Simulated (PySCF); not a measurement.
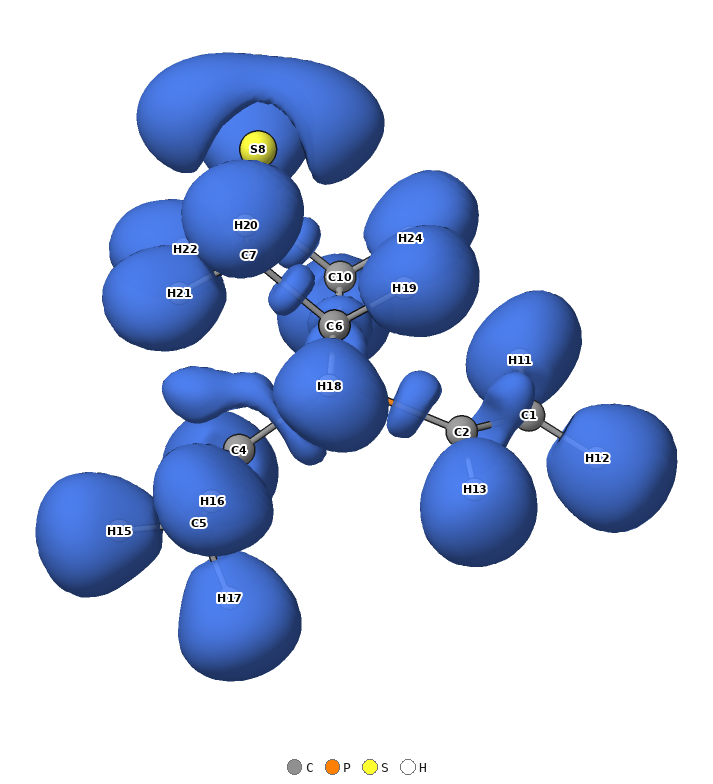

*C$_{8}$H$_{15}$PS. Isosurface of the ELF at 0.85 (blue), seen at a tilt. Only the valence region is drawn (cores and ρ < 0.01 e/Å³ removed).*

Geometry: PBE0-D3(BJ)/def2-SVP.

All numbers below come from PBE0/pcSseg-1, SCF density, gas phase, non-relativistic (PySCF 2.14.0).

```yaml
atoms:
  - { symbol: C, position_ang: [2.5578, -1.6842, -0.9931] }
  - { symbol: C, position_ang: [1.7552, -0.6386, -1.2198] }
  - { symbol: P, position_ang: [0.4265, -0.0188, -0.1230] }
  - { symbol: C, position_ang: [0.5922, 1.4251, 0.7239] }
  - { symbol: C, position_ang: [0.4882, 2.7860, 0.0936] }
  - { symbol: C, position_ang: [-1.0259, 0.0216, -1.2391] }
  - { symbol: C, position_ang: [-2.3229, 0.1471, -0.4509] }
  - { symbol: S, position_ang: [-2.6674, -1.2928, 0.6020] }
  - { symbol: C, position_ang: [-1.2476, -1.2075, 1.7317] }
  - { symbol: C, position_ang: [0.0971, -1.3911, 1.0393] }
  - { symbol: H, position_ang: [2.3991, -2.3793, -0.1623] }
  - { symbol: H, position_ang: [3.4246, -1.8877, -1.6302] }
  - { symbol: H, position_ang: [1.9804, 0.0371, -2.0565] }
  - { symbol: H, position_ang: [1.2134, 1.3267, 1.6231] }
  - { symbol: H, position_ang: [0.0906, 3.5228, 0.8135] }
  - { symbol: H, position_ang: [-0.2118, 2.7954, -0.7601] }
  - { symbol: H, position_ang: [1.4431, 3.2049, -0.2826] }
  - { symbol: H, position_ang: [-0.8993, 0.8750, -1.9267] }
  - { symbol: H, position_ang: [-1.0165, -0.8994, -1.8428] }
  - { symbol: H, position_ang: [-3.1846, 0.2101, -1.1329] }
  - { symbol: H, position_ang: [-2.3118, 1.0568, 0.1690] }
  - { symbol: H, position_ang: [-1.2684, -0.2472, 2.2701] }
  - { symbol: H, position_ang: [-1.4178, -2.0160, 2.4599] }
  - { symbol: H, position_ang: [0.1228, -2.3433, 0.4874] }
  - { symbol: H, position_ang: [0.9160, -1.3977, 1.7784] }
```

Identify the bonds, lone pairs and shells in this picture.

The surface consists of four regions between bonded C–C atoms (shared pairs), four regions between bonded C–P atoms (shared pairs), two regions between bonded C–S atoms (shared pairs), 15 regions around hydrogen nuclei and one region wrapped around S (its lone pairs, merged into a ring or cap). Profiles from the grid: C–C (1.34 Å): the ELF peaks at about 0.90 between the atoms; a short, multiple covalent bond. C–P (1.68 Å): the ELF peaks at about 0.90 between the atoms: localised, covalent bonding.
